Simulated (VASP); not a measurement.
# A VASP study of Y (SCAN): structure first, properties next, part 3 of 5

Aim: relax Y, then compute properties on the relaxed cell. The start is a cell from a database of measured crystal structures.

VASP 6.6.1; SCAN; plane waves and PAW (Y_sv).

Still holding for the runs below: The k-mesh is coarse for a metal.

So far. Step 3 (Relaxing cell and atoms (SCAN)): It ends with forces that vanish by symmetry and a pressure of 0.02 GPa. The volume lies +0.3 % from that of the database's start. Step 4 (Single point with fields (SCAN)): In this run the pressure is 0.02 GPa, small enough to go on.

## (5) Bands along the symmetry lines (SCAN)

Levels along the symmetry lines show where the bands peak and cross; KPOINTS_OPT computes them in the converged potential.

INCAR

```
SYSTEM = Y
PREC = Accurate
ENCUT = 400
EDIFF = 1E-06
NELM = 100
ISMEAR = 1
SIGMA = 0.2
LREAL = .FALSE.
ALGO = Normal
METAGGA = SCAN
LASPH = .TRUE.
NBANDS = 23
LORBIT = 11
LWAVE = .FALSE.
LCHARG = .FALSE.
KPAR = 2
```

POSCAR

```
Y
1.0
    3.6770194897      0.0000000000      0.0000000000
   -1.8385097448      3.1843922883      0.0000000000
    0.0000000000      0.0000000000      5.6552196470
Y
2
Direct
    0.3333333333      0.6666666667      0.2500000000
    0.6666666667      0.3333333333      0.7500000000
```

KPOINTS

```
Automatic mesh
0
Gamma
7 7 4
0 0 0
```

KPOINTS_OPT

```
Line mode
16
Line-mode
Reciprocal
  0.00000000   0.00000000   0.00000000 GAMMA
  0.50000000   0.00000000   0.00000000 M

  0.50000000   0.00000000   0.00000000 M
  0.33333333   0.33333333   0.00000000 K

  0.33333333   0.33333333   0.00000000 K
  0.00000000   0.00000000   0.00000000 GAMMA

  0.00000000   0.00000000   0.00000000 GAMMA
  0.00000000   0.00000000   0.50000000 A

  0.00000000   0.00000000   0.50000000 A
  0.50000000   0.00000000   0.50000000 L

  0.50000000   0.00000000   0.50000000 L
  0.33333333   0.33333333   0.50000000 H

  0.33333333   0.33333333   0.50000000 H
  0.00000000   0.00000000   0.50000000 A

  0.50000000   0.00000000   0.50000000 L
  0.50000000   0.00000000   0.00000000 M

  0.33333333   0.33333333   0.00000000 K
  0.33333333   0.33333333   0.50000000 H
```

The projector-augmented-wave data sets are Y_sv (PBE family, release 64).

Run with:

```console
> mpirun -np 2 vasp_std
```

Output:

```text
[... set-up lines as in an earlier step ...]
 entering main loop
       N       E                     dE             d eps       ncg     rms          rms(c)
DAV:   1     0.402445821020E+02    0.40245E+02   -0.95405E+03  1104   0.772E+02
DAV:   2    -0.534248561248E+02   -0.93669E+02   -0.90659E+02  1482   0.208E+02
DAV:   3    -0.626618615889E+02   -0.92370E+01   -0.89809E+01  1922   0.362E+01
DAV:   4    -0.629805954172E+02   -0.31873E+00   -0.31834E+00  1272   0.651E+00
DAV:   5    -0.629858554370E+02   -0.52600E-02   -0.52587E-02  1408   0.784E-01    0.325E+01
DAV:   6    -0.559223111200E+02    0.70635E+01   -0.87333E+00  1555   0.102E+01    0.226E+01
DAV:   7    -0.556419521226E+02    0.28036E+00   -0.77072E-01  1663   0.515E+00    0.764E+00
DAV:   8    -0.556656589953E+02   -0.23707E-01   -0.16411E-01  1374   0.245E+00    0.142E+00
DAV:   9    -0.556614369239E+02    0.42221E-02   -0.28745E-02  1279   0.109E+00    0.777E-01
DAV:  10    -0.556602916526E+02    0.11453E-02   -0.19624E-03  1342   0.301E-01    0.393E-01
DAV:  11    -0.556600884242E+02    0.20323E-03   -0.85198E-05  1437   0.550E-02    0.548E-02
DAV:  12    -0.556598050521E+02    0.28337E-03   -0.66205E-05  1244   0.548E-02    0.163E-02
DAV:  13    -0.556598501685E+02   -0.45116E-04   -0.21913E-06  1206   0.863E-03    0.914E-03
DAV:  14    -0.556598927329E+02   -0.42564E-04   -0.77622E-07   847   0.696E-03    0.186E-03
DAV:  15    -0.556598893619E+02    0.33710E-05   -0.10070E-07   727   0.189E-03    0.235E-03
DAV:  16    -0.556598908256E+02   -0.14638E-05   -0.43509E-08   713   0.132E-03    0.886E-04
DAV:  17    -0.556598928023E+02   -0.19766E-05   -0.19470E-08   678   0.790E-04    0.327E-04
DAV:  18    -0.556598921261E+02    0.67620E-06   -0.48354E-09   678   0.361E-04
   1 F= -.55659892E+02 E0= -.55661417E+02  d E =0.457389E-02
 Start KPOINTS_OPT (optional k-point list driver)
k-point batch [1-24\144]
       N       E                     dE             ncg
DAV:   1    -0.710338195250E+04   -0.17262E+05     1104
DAV:   2    -0.945088194511E+04   -0.23475E+04     1408
DAV:   3    -0.964818828771E+04   -0.19731E+03     1986
DAV:   4    -0.965437245419E+04   -0.61842E+01     1234
DAV:   5    -0.965448685196E+04   -0.11440E+00     1507
DAV:   6    -0.965449027720E+04   -0.34252E-02     1289
DAV:   7    -0.965449033090E+04   -0.53698E-04     1584
DAV:   8    -0.965449033221E+04   -0.13176E-05      978
DAV:   9    -0.965449033229E+04   -0.74024E-07      979
[...]
k-point batch [121-144\144]
       N       E                     dE             ncg
DAV:   1    -0.710903444730E+04   -0.23959E+05     1104
DAV:   2    -0.937891102112E+04   -0.22699E+04     1301
DAV:   3    -0.956805934737E+04   -0.18915E+03     2090
DAV:   4    -0.957325674608E+04   -0.51974E+01     1217
DAV:   5    -0.957332496434E+04   -0.68218E-01     1546
DAV:   6    -0.957332596746E+04   -0.10031E-02     1303
DAV:   7    -0.957332599389E+04   -0.26430E-04     1525
DAV:   8    -0.957332599452E+04   -0.63110E-06      951
```

Elapsed: 74 s, on 2 MPI ranks of Intel Xeon 6975P-C (Granite Rapids), shared host; peak memory 0.35 GiB; 2.2 min of CPU time.

OUTCAR, selected parts (step 5):

```text
   k-points           NKPTS =     24   k-points in BZ     NKDIM =     24   number of bands    NBANDS=     23

   NELECT =      22.0000    total number of electrons

 E-fermi :   2.9694

 k-point     3 :       0.2857    0.0000    0.0000
  band No.  band energies     occupation
    ...
      7     -20.3508      2.00000
      8     -20.3502      2.00000
      9      -0.3559      2.00000
     10       2.1288      2.00000
     11       2.7566      2.06110
     12       3.1976     -0.06850
     13       4.6926     -0.00000
     14       4.8978     -0.00000
     15       4.9614     -0.00000
     16       6.4594     -0.00000
    ...

  Total        0.0088172      0.0088172      0.0090180      0.0000000      0.0000000      0.0000000
  in kB        0.2133378      0.2133378      0.2181979      0.0000000      0.0000000      0.0000000
  external PRESSURE =       0.2149578 kB  Pullay stress =       0.0000000 kB

  FREE ENERGIE OF THE ION-ELECTRON SYSTEM (eV)
  ---------------------------------------------------
  free  energy   TOTEN  =       -55.6598921261 eV

  energy  without entropy=      -55.6644660143  energy(sigma->0) =      -55.66141676

[... 15 parts as in an earlier step ...]

[... 2 further parts left out ...]
```

This step gave:

```
bands    : 23
pressure : 0.02150 GPa
```

Electronic bands along the path, in eV, zero at the Fermi level; # counts the bands kept:

| point | #1 | #2 | #3 | #4 | #5 | #6 |
| --- | --- | --- | --- | --- | --- | --- |
| Γ | -4.87 | -1.85 | 0.89 | 1.93 | 1.93 | 2.39 |
| M | -1.73 | -1.20 | -0.76 | -0.27 | 1.58 | 1.59 |
| K | -0.75 | -0.75 | -0.67 | -0.57 | 1.23 | 1.23 |
| Γ | -4.87 | -1.85 | 0.89 | 1.93 | 1.93 | 2.39 |
| A | -3.36 | -3.36 | 1.12 | 1.12 | 1.82 | 1.82 |
| L | -1.66 | -1.66 | 0.12 | 0.12 | 1.37 | 1.37 |
| H | -0.43 | -0.43 | -0.29 | -0.29 | 0.38 | 0.38 |
| A | -3.36 | -3.36 | 1.12 | 1.12 | 1.82 | 1.82 |
| jump to L | -1.66 | -1.66 | 0.12 | 0.12 | 1.37 | 1.37 |
| M | -1.73 | -1.20 | -0.76 | -0.27 | 1.58 | 1.59 |
| jump to K | -0.75 | -0.75 | -0.67 | -0.57 | 1.23 | 1.23 |
| H | -0.43 | -0.43 | -0.29 | -0.29 | 0.38 | 0.38 |

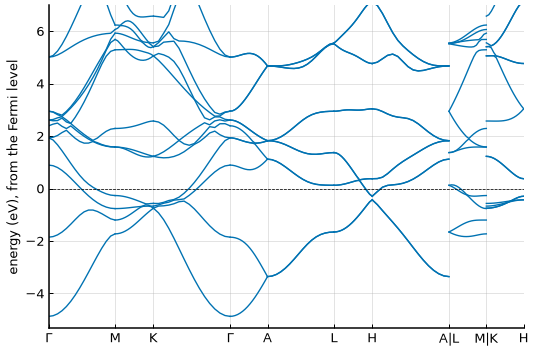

Electronic bands along the path.

There is no gap at this level.

Of the bands kept, 2 cross the Fermi level on this path.

## (6) Total and projected DOS (SCAN)

A density of states needs more k-points than a total energy; ISMEAR = -5 takes tetrahedra, and LORBIT projects the states on the PAW spheres. The mesh is finer than in the run before.

Edit INCAR of step 5 so:

```diff
@@ -5,3 +5,3 @@
 NELM = 100
-ISMEAR = 1
+ISMEAR = -5
 SIGMA = 0.2
@@ -16 +16,2 @@
 KPAR = 2
+NEDOS = 2001
```

POSCAR is that of step 5.

KPOINTS

```
Automatic mesh
0
Gamma
10 10 6
0 0 0
```

Run with:

```console
> mpirun -np 2 vasp_std
```

Output:

```text
[... set-up lines as in an earlier step ...]
 entering main loop
       N       E                     dE             d eps       ncg     rms          rms(c)
DAV:   1     0.398597426278E+02    0.39860E+02   -0.95664E+03  2592   0.776E+02
DAV:   2    -0.529217808784E+02   -0.92782E+02   -0.90014E+02  3215   0.207E+02
DAV:   3    -0.627128749410E+02   -0.97911E+01   -0.95713E+01  4697   0.365E+01
DAV:   4    -0.629730943783E+02   -0.26022E+00   -0.26005E+00  2927   0.637E+00
DAV:   5    -0.629764747181E+02   -0.33803E-02   -0.33804E-02  3237   0.709E-01    0.325E+01
DAV:   6    -0.559087555577E+02    0.70677E+01   -0.87894E+00  3632   0.102E+01    0.226E+01
DAV:   7    -0.556295522099E+02    0.27920E+00   -0.76510E-01  3840   0.515E+00    0.758E+00
DAV:   8    -0.556539183643E+02   -0.24366E-01   -0.16828E-01  3249   0.245E+00    0.141E+00
DAV:   9    -0.556495698975E+02    0.43485E-02   -0.29221E-02  3010   0.109E+00    0.808E-01
DAV:  10    -0.556484186889E+02    0.11512E-02   -0.19947E-03  3129   0.304E-01    0.380E-01
DAV:  11    -0.556482180020E+02    0.20069E-03   -0.96548E-05  3331   0.581E-02    0.760E-02
DAV:  12    -0.556479443236E+02    0.27368E-03   -0.73555E-05  2849   0.579E-02    0.172E-02
DAV:  13    -0.556479854135E+02   -0.41090E-04   -0.24661E-06  2862   0.920E-03    0.786E-03
DAV:  14    -0.556480263738E+02   -0.40960E-04   -0.83565E-07  1971   0.726E-03    0.163E-03
DAV:  15    -0.556480244660E+02    0.19078E-05   -0.11255E-07  1624   0.204E-03    0.183E-03
DAV:  16    -0.556480246016E+02   -0.13561E-06   -0.44388E-08  1526   0.128E-03
   1 F= -.55648025E+02 E0= -.55648025E+02  d E =0.000000E+00
 -----------------------------------------------------------------------------
|                                                                             |
|           W    W    AA    RRRRR   N    N  II  N    N   GGGG   !!!           |
|           W    W   A  A   R    R  NN   N  II  NN   N  G    G  !!!           |
|           W    W  A    A  R    R  N N  N  II  N N  N  G       !!!           |
|           W WW W  AAAAAA  RRRRR   N  N N  II  N  N N  G  GGG   !            |
|           WW  WW  A    A  R   R   N   NN  II  N   NN  G    G                |
|           W    W  A    A  R    R  N    N  II  N    N   GGGG   !!!           |
|                                                                             |
|     Tetrahedron method does not include variations of the Fermi             |
|     occupations, so forces and stress will be inaccurate. We suggest        |
|     using a different smearing scheme ISMEAR = 1 or 2 for metals in         |
|     relaxations.                                                            |
|                                                                             |
 -----------------------------------------------------------------------------
```

The job ended after 49 s (2 MPI ranks; peak memory 0.38 GiB).

OUTCAR, selected parts (step 6):

```text
   k-points           NKPTS =     56   k-points in BZ     NKDIM =     56   number of bands    NBANDS=     23

   NELECT =      22.0000    total number of electrons

 E-fermi :   2.9768

 k-point     1 :       0.0000    0.0000    0.0000
  band No.  band energies     occupation
    ...
      6     -20.3175      2.00000
      7     -20.3174      2.00000
      8     -20.2754      2.00000
      9      -1.9037      2.00000
     10       1.1158      2.00000
     11       3.8621      0.00000
     12       4.9044      0.00000
     13       4.9045      0.00000
     14       5.3608      0.00000
     15       5.5834      0.00000
    ...

  Total        0.0004284      0.0004284      0.0602237      0.0000000     -0.0000000      0.0000000
  in kB        0.0103660      0.0103660      1.4571560      0.0000000     -0.0000000      0.0000000
  external PRESSURE =       0.4926293 kB  Pullay stress =       0.0000000 kB

 POSITION                                       TOTAL-FORCE (eV/Angst)
 -----------------------------------------------------------------------------------
     -0.00000      2.12293      1.41380         0.000000      0.000000      0.000000
      1.83851      1.06146      4.24141        -0.000000      0.000000      0.000000
 -----------------------------------------------------------------------------------
    total drift:                               -0.000000      0.000000     -0.000000

  FREE ENERGIE OF THE ION-ELECTRON SYSTEM (eV)
  ---------------------------------------------------
  free  energy   TOTEN  =       -55.6480246016 eV

  energy  without entropy=      -55.6480246016  energy(sigma->0) =      -55.64802460

[... 7 parts as in an earlier step ...]

[... 9 further parts left out ...]
```

With tetrahedra the forces and stress of a metal are not exact derivatives of the energy.

This step gave:

* SCF cycles: 16
* irreducible k-points: 56
* free energy (TOTEN): -55.6480 eV
* Fermi energy: 2.977 eV
* pressure: 0.04926 GPa
* DOS at the Fermi level: 3.931 states/eV/cell

The density of states has structure finer than the step of the table below, so its rows give means over 1 eV, whole bins alone (the curve runs from -12.0 to 2.75 eV). Peaks (eV: height): total 0.1: 5.15, 1.3: 4.79, 2.2: 5.31; Y d 0.1: 2.14, 1.3: 2.54, 2.2: 3.47; Y p 0.1: 1.02, 1.3: 0.716, 2.2: 0.380; Y s -1.8: 0.293.

States under -12.0 eV and over 2.7 eV are left out. Density of states against energy, zero at the Fermi level; means over each step; values in states/eV/cell:

| energy (eV) | total | Y d | Y p | Y s |
| --- | --- | --- | --- | --- |
| -6 | 0 | 0 | 0 | 0 |
| -5 | 0.0300 | 0 | 7.8e-4 | 0.00851 |
| -4 | 0.272 | 0.00297 | 0.0203 | 0.0716 |
| -3 | 0.555 | 0.0294 | 0.0718 | 0.124 |
| -2 | 1.36 | 0.266 | 0.168 | 0.210 |
| -1 | 2.12 | 0.768 | 0.243 | 0.123 |
| 0 | 3.14 | 1.32 | 0.571 | 0.0233 |
| 1 | 2.75 | 1.42 | 0.407 | 0.0229 |
| 2 | 3.55 | 2.22 | 0.294 | 0.0290 |

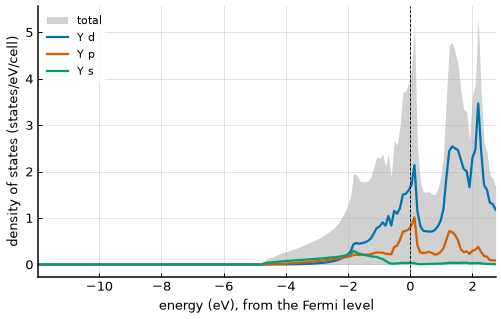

Density of states, plotted against energy.

The finer mesh and the other smearing move the Fermi level by +0.01 eV from the 7×7×4 run, a small shift, which tests the Fermi level alone. Of the states within 0.3 eV of the Fermi level, the largest shares in the PAW spheres are Y d 41 % and Y p 19 %. The rest lies in smaller channels or between the spheres.

## (7) Volume scan with SCAN, volume scale 0.94

An equation of state needs energies on both sides of the minimum, all on one mesh and cutoff.

INCAR

```
SYSTEM = Y
PREC = Accurate
ENCUT = 400
EDIFF = 1E-06
NELM = 100
ISMEAR = 1
SIGMA = 0.2
LREAL = .FALSE.
ALGO = Normal
METAGGA = SCAN
LASPH = .TRUE.
NBANDS = 17
LORBIT = 11
LWAVE = .FALSE.
LCHARG = .FALSE.
KPAR = 2
ISIF = 2
```

POSCAR

```
Y
1.0
    3.6019572136      0.0000000000      0.0000000000
   -1.8009786067      3.1193864503      0.0000000000
    0.0000000000      0.0000000000      5.5397746079
Y
2
Direct
    0.3333333333      0.6666666667      0.2500000000
    0.6666666667      0.3333333333      0.7500000000
```

KPOINTS

```
Automatic mesh
0
Gamma
7 7 4
0 0 0
```

Run with:

```console
> mpirun -np 2 vasp_std
```

Output:

```text
[... set-up lines as in an earlier step ...]
 entering main loop
       N       E                     dE             d eps       ncg     rms          rms(c)
DAV:   1     0.299047527385E+02    0.29905E+02   -0.10344E+04   816   0.106E+03
DAV:   2    -0.545860958398E+02   -0.84491E+02   -0.83325E+02  1046   0.242E+02
DAV:   3    -0.628000568061E+02   -0.82140E+01   -0.81702E+01  1500   0.440E+01
DAV:   4    -0.630292324053E+02   -0.22918E+00   -0.22899E+00   973   0.756E+00
DAV:   5    -0.630328867175E+02   -0.36543E-02   -0.36537E-02  1156   0.877E-01    0.344E+01
DAV:   6    -0.558711631088E+02    0.71617E+01   -0.11796E+01  1045   0.138E+01    0.245E+01
DAV:   7    -0.556124283025E+02    0.25873E+00   -0.11103E+00  1526   0.690E+00    0.686E+00
DAV:   8    -0.556234568767E+02   -0.11029E-01   -0.97838E-02   990   0.262E+00    0.124E+00
DAV:   9    -0.556208497680E+02    0.26071E-02   -0.18536E-02   910   0.919E-01    0.308E-01
DAV:  10    -0.556204642229E+02    0.38555E-03   -0.14697E-03  1124   0.290E-01    0.220E-01
DAV:  11    -0.556205105709E+02   -0.46348E-04   -0.73387E-05  1262   0.570E-02    0.100E-01
DAV:  12    -0.556204468892E+02    0.63682E-04   -0.18504E-05   944   0.425E-02    0.129E-02
DAV:  13    -0.556204444857E+02    0.24035E-05   -0.17070E-06   862   0.984E-03    0.156E-02
DAV:  14    -0.556204512814E+02   -0.67957E-05   -0.18404E-07   513   0.385E-03    0.151E-03
DAV:  15    -0.556204518077E+02   -0.52625E-06   -0.38713E-08   488   0.155E-03
   1 F= -.55620452E+02 E0= -.55621722E+02  d E =0.381105E-02
```

The job ended after 31 s (2 MPI ranks; peak memory 0.32 GiB; 53 s of CPU time).

From OUTCAR (step 7):

```text
   ENCUT  =  400.0 eV  29.40 Ry    5.42 a.u.   5.87  5.87  9.03*2*pi/ulx,y,z

   NELECT =      22.0000    total number of electrons

 E-fermi :   3.2980

 k-point     1 :       0.0000    0.0000    0.0000
  band No.  band energies     occupation
    ...
      6     -19.8235      2.00000
      7     -19.8234      2.00000
      8     -19.7630      2.00000
      9      -1.6677      2.00000
     10       1.3319      2.00000
     11       4.3854     -0.00000
     12       5.2588     -0.00000
     13       5.2590     -0.00000
     14       5.7657     -0.00000
     15       5.9975     -0.00000
    ...

  Total        1.2086013      1.2086013      1.2045367      0.0000000     -0.0000000     -0.0000000
  in kB       31.1095569     31.1095569     31.0049334      0.0000000     -0.0000000     -0.0000000
  external PRESSURE =      31.0746824 kB  Pullay stress =       0.0000000 kB

 POSITION                                       TOTAL-FORCE (eV/Angst)
 -----------------------------------------------------------------------------------
     -0.00000      2.07959      1.38494        -0.000000     -0.000000      0.000000
      1.80098      1.03980      4.15483         0.000000      0.000000      0.000000
 -----------------------------------------------------------------------------------
    total drift:                                0.000000     -0.000000      0.000000

  FREE ENERGIE OF THE ION-ELECTRON SYSTEM (eV)
  ---------------------------------------------------
  free  energy   TOTEN  =       -55.6204518077 eV

  energy  without entropy=      -55.6242628574  energy(sigma->0) =      -55.62172216

[... 3 parts as in an earlier step ...]

[... 13 further parts left out ...]
```

The scan keeps the cell's shape and the fractional positions fixed.

Numbers from this step:

```yaml
scf_cycles: 15
bands: 17
irreducible_k_points: 24
free_energy_toten: -55.6205 eV
energy_at_zero_smearing: -55.6217 eV
fermi_energy: 3.298 eV
pressure: 3.107 GPa
```

The pressure here is 3.11 GPa.

[end of part 3 of 5]

[Lines on the potential files, build, host, timing and source positions are cut from VASP's logs without a mark.]

[Logs are printed without paths, hosts, clocks, repeated set-up lines and the standing remarks that a program may print on its own settings, such as how far it seeks lower states.]

[Hosts, paths, dates, database ids (printed as entryN), source tags and the programs' standing remarks are cut or masked in the printed files.]

[A measured line is paired with the nearest computed mode of its activity, which favours agreement.]
